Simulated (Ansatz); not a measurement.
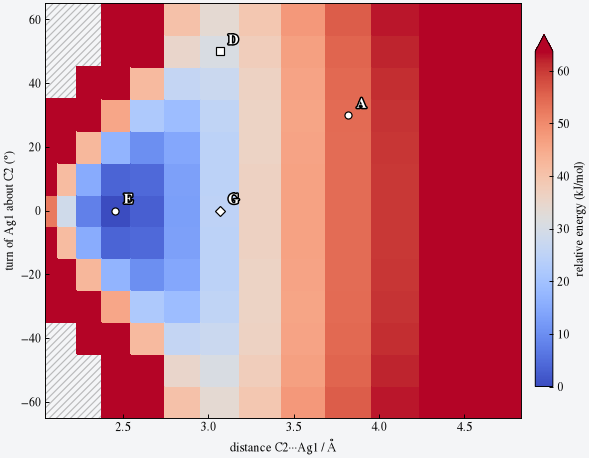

CH4Ag, charge +1. The turn is about an axis along (−0.29, −0.96, 0.05) in the frame of the relaxed pair, normal to the line between the partners. Coordinates scanned: (1) distance C2···Ag1; (2) turn of Ag1 about C2. The scan uses a 13 × 13 grid; 142 points were computed and 11 follow by symmetry. At 16 points there is no value (left out of the scan, as a rule where atoms come close). Energies are in kJ/mol, from the lowest grid point. Computed with RKS PBE0-D4/def2-TZVPD (Ansatz 0.2.0).

Drawn: one coloured cell a grid point, one colour for all values above the top of the scale, hatched blanks where no value was computed, lettered points.

**Rank the lettered points by energy, lowest first.**

E (0 kJ/mol), G (25 kJ/mol), D (31 kJ/mol), A (54 kJ/mol).

**What kind of point is each of A, E, G: minimum, saddle, maximum or slope?**

A: on a slope; E: minimum; G: on a slope. (In these two coordinates alone; a stationary point may lie a little off the grid point.)
